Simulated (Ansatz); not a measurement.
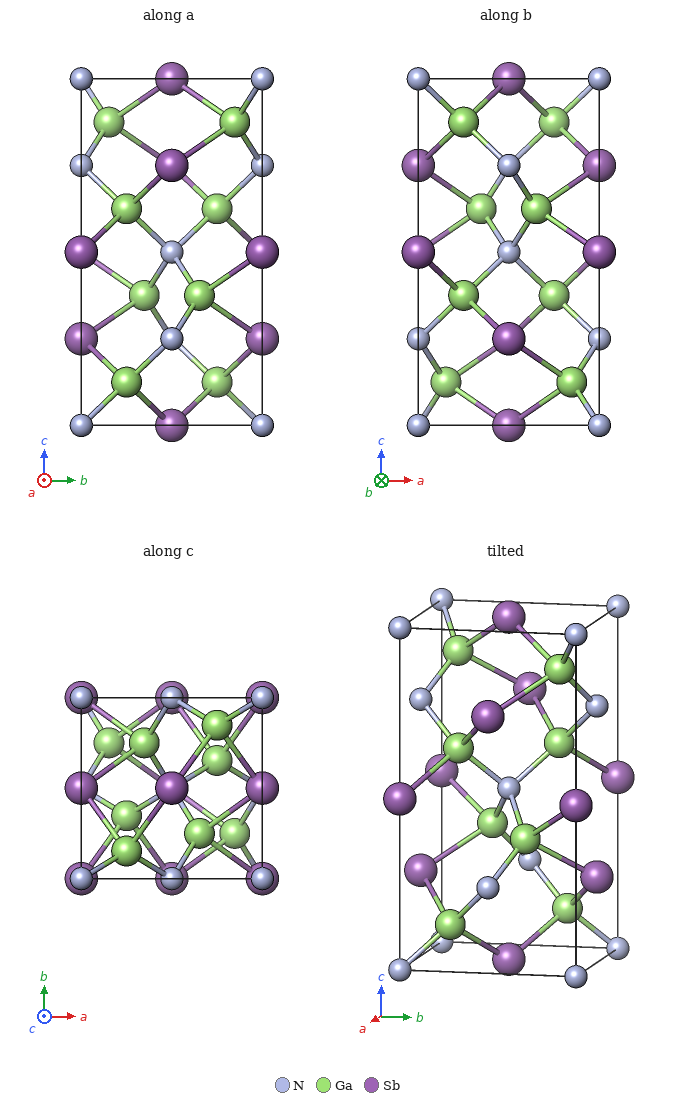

Ball-and-stick representation of a periodic structure, projected along the a axis, along the b axis, along the c axis and slightly off an axis. Thin lines show the conventional unit cell, with boundary atoms drawn in all their periodic places.

Lattice parameters: a = 5.349 Å, b = 5.349 Å, c = 10.241 Å, α = 90.00°, β = 90.00°, γ = 90.00°. Put a along x and b in the xy plane.

### Put the structure into a POSCAR file, with free fractional coordinates to two decimals.

```
N Ga Sb
1.0
     5.349    0.000    0.000
     0.000    5.349    0.000
     0.000    0.000   10.241
N Ga Sb
4 8 4
Direct
  0.00 0.50 0.25
  0.50 0.50 0.50
  0.50 0.00 0.75
  0.00 0.00 0.00
  0.35 0.75 0.6250
  0.25 0.35 0.3750
  0.65 0.25 0.6250
  0.75 0.65 0.3750
  0.85 0.25 0.1250
  0.75 0.85 0.8750
  0.15 0.75 0.1250
  0.25 0.15 0.8750
  0.50 0.00 0.25
  0.00 0.00 0.50
  0.00 0.50 0.75
  0.50 0.50 0.00
```

The initial geometry was a structure type filled with these elements by a generator (whether the compound takes this form wasn't checked). The geometry was optimised with Ansatz, DFT, r2SCAN, plane waves, PAW.
